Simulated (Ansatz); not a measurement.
**revPBE/6-31G run of NH3 (ammonia)**

Aim: the vertical singlet–triplet gap of NH3 (ammonia) at revPBE/6-31G, from 2 runs. 

The calculation is run with Ansatz 0.2.0.

68 further runs of the same task are left out: 68 set aside as unsound or not needed.

**1. Starting point**

The species is NH3 (4 atoms), meant as a singlet with charge 0. As SMILES, `N`. The coordinates come from a GFN2-xTB relaxation.

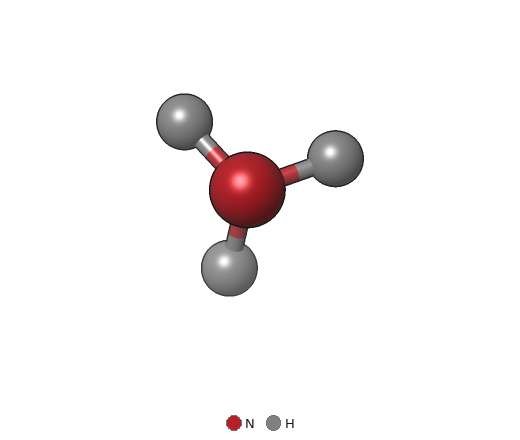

Viewed from a chosen angle; nitrogen red, hydrogen grey.

**2. A single-point energy at revPBE/6-31G**

File input.yaml:

```yaml
basis:
  gaussian:
    orbitals: 6-31G
crystal:
  periodic: [false, false, false]
  atoms:
    - {symbol: N, position_ang: [-0.068160, 0.242830, 0.108060]}
    - {symbol: H, position_ang: [0.491930, -0.300470, 0.753380]}
    - {symbol: H, position_ang: [-0.891960, -0.300620, -0.118350]}
    - {symbol: H, position_ang: [0.468190, 0.358250, -0.743090]}
hamiltonian:
  xc: {name: revPBE}
accuracy: high
```

On the command line:

```bash
ansatz run input.yaml --threads 1 --pin off --max-ram 2610MiB --events-out events.jsonl --progress --plain --runs-dir runs
```

The log of the run:

```text
Warning: RAYON_NUM_THREADS=1 ignored (pool sized by the plan → 1); use --threads N
Functional definition: revPBE
  name "revPBE"
  parameter kappa = 1.245
  parameter beta = 0.06672455060314922
  exchange = pbe_x(kappa = kappa, mu = beta*pi^2/3)
  correlation = pbe_c(beta = beta)
350 factors; integrals over basis functions are off by at most 3.7e-9 eV
mean field evaluation 1: about -1531.7618 eV, gradient 5.5e1 eV
mean field evaluation 2: about -1522.3193 eV, gradient 8.1e1 eV
mean field evaluation 4: about -1537.7205 eV, gradient 1.2e-1 eV
mean field evaluation 8: about -1537.7122 eV, gradient 7.1e-4 eV
mean field evaluation 16: about -1537.7122 eV, gradient 1.7e-7 eV
mean field -1537.71215113 eV, -56.5098792552 hartree, gradient 3.6e-9 eV, S^2 0.000000; 0 other end points of the search recorded, 0 dependent functions left out
reference -1537.71215298 eV, -56.5098793231 hartree; 5, 5 occupied and 10, 10 virtual orbitals, 350 factors
Total energy: -1537.71215298 eV, -56.5098793231 hartree
```

Run time: 0.2 s. Hardware: 1 thread of AMD EPYC 9R45 (Zen 5), shared host.

**3. The triplet**

File in.yaml:

```yaml
crystal:
  periodic: [false, false, false]
  atoms:
    - symbol: N
      position_ang: [-0.068160, 0.242830, 0.108060]
    - symbol: H
      position_ang: [0.491930, -0.300470, 0.753380]
    - symbol: H
      position_ang: [-0.891960, -0.300620, -0.118350]
    - symbol: H
      position_ang: [0.468190, 0.358250, -0.743090]
basis:
  gaussian: {orbitals: 6-31G}
magnetization: {spin_polarized: true, initial_magnetization: 2}
hamiltonian: {xc: {name: revPBE}}
accuracy: high
```

On the command line:

```bash
ansatz run in.yaml --threads 1 --pin off --max-ram 2610MiB --events-out events.jsonl --progress --plain --runs-dir runs
```

The log of the run, cut to the lines that bear on the results:

```text
Warning: RAYON_NUM_THREADS=1 ignored (pool sized by the plan → 1); use --threads N
[... 6 set-up lines as earlier in the session ...]
350 factors; integrals over basis functions are off by at most 3.7e-9 eV
mean field evaluation 1: about -1529.1988 eV, gradient 1.9e1 eV
mean field evaluation 2: about -1527.9377 eV, gradient 2.5e1 eV
mean field evaluation 4: about -1530.7631 eV, gradient 1.0e-1 eV
mean field evaluation 8: about -1530.7558 eV, gradient 1.8e-3 eV
mean field evaluation 16: about -1530.7558 eV, gradient 3.4e-8 eV
mean field -1530.75576694 eV, -56.2542368513 hartree, gradient 3.4e-8 eV, S^2 2.000535; 0 other end points of the search recorded, 0 dependent functions left out
reference -1530.75576912 eV, -56.2542369318 hartree; 6, 4 occupied and 9, 11 virtual orbitals, 350 factors
Total energy: -1530.75576912 eV, -56.2542369318 hartree
```

It took 0.28 s on 1 thread of AMD EPYC 9R45 (Zen 5), shared host.

**4. Summary of results**

Level: revPBE/6-31G.

```
                                        quantity         value
                           singlet: total energy  -56.50988 Eh
                           triplet: total energy  -56.25424 Eh
                                   triplet: ⟨S²⟩         2.001
vertical energy of the triplet above the singlet      6.956 eV
```

In words: At this shape the triplet lies 6.96 eV (160 kcal/mol) above the singlet.
